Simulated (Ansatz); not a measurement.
# AsBH5NO: small, medium and large basis sets

How large a basis does AsBH5NO need? Two functionals are run in growing sets.

Computed with Ansatz 0.2.0, Gaussian basis. Level: one geometry, several basis sets.

The runs, in order: PBE0-D4/def2-SVP; ωB97M-V/def2-SVP; PBE0-D4/def2-QZVPP; ωB97M-V/def2-QZVPP; the functionals' def2-TZVPP values are taken from earlier runs.

## Step 1: The geometry

All runs share one geometry, relaxed beforehand with PBE0-D4 in a triple-zeta def2 set.

9 atoms, charge 0, spin multiplicity 1.

Atoms are counted from 1 here; the program's logs count them from 0.

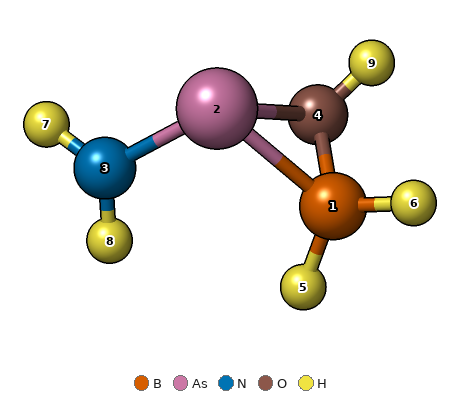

The geometry (boron orange, arsenic pink, nitrogen blue, oxygen brown, hydrogen yellow); atoms are numbered from 1 in the order of the file.

As a file:

```tsv
atom	x (Å)	y (Å)	z (Å)
B1	-0.7127	0.8308	-0.5505
As2	0.8884	0.4996	0.6912
N3	1.4971	-1.0516	0.0604
O4	-1.1499	0.0831	0.7164
H5	-0.7515	0.1256	-1.5207
H6	-1.1025	1.9641	-0.6119
H7	1.8480	-1.7582	0.6853
H8	1.1713	-1.4028	-0.8263
H9	-1.5996	0.6631	1.3392
```

## Step 2: PBE0-D4 in def2-SVP

in.yaml reads:

```yaml
crystal:
  periodic: [false, false, false]
  atoms:
    - {symbol: B, position_ang: [-0.712692, 0.830846, -0.550460]}
    - {symbol: As, position_ang: [0.888403, 0.499610, 0.691152]}
    - {symbol: N, position_ang: [1.497115, -1.051604, 0.060353]}
    - {symbol: O, position_ang: [-1.149904, 0.083095, 0.716391]}
    - {symbol: H, position_ang: [-0.751532, 0.125633, -1.520652]}
    - {symbol: H, position_ang: [-1.102488, 1.964100, -0.611917]}
    - {symbol: H, position_ang: [1.847954, -1.758196, 0.685253]}
    - {symbol: H, position_ang: [1.171265, -1.402848, -0.826311]}
    - {symbol: H, position_ang: [-1.599622, 0.663066, 1.339191]}
basis:
  gaussian: {orbitals: def2-SVP}
hamiltonian: {xc: pbe0, dispersion: d4}
output: {orbitals: {seedname: orbitals}}
```

The run is started by

```
ansatz run in.yaml --threads 4 --pin off --events-out ev --progress --plain --max-ram 10444MiB
```

Further steps of the session: ωB97M-V in def2-SVP; PBE0-D4 in def2-QZVPP; ωB97M-V in def2-QZVPP.

Before running them: what should the planned runs give, taken together? Wanted: PBE0-D4: double and triple zeta above quadruple; ωB97M-V: double and triple zeta above quadruple.

**Answer**, as computed:

```
                                       quantity           value
PBE0-D4: double and triple zeta above quadruple  14.31, 1.57 eV
ωB97M-V: double and triple zeta above quadruple  14.43, 1.52 eV
```

What this shows: For PBE0-D4 the step from double to triple zeta gains 12.74 eV and the next only 1.57 eV. These are total energies; as a rule much of such shifts cancels in differences, which this series doesn't test. The LUMO of ωB97M-V is positive and keeps falling with the basis (1.01 to 0.50 eV): an unbound level that the basis holds in place.
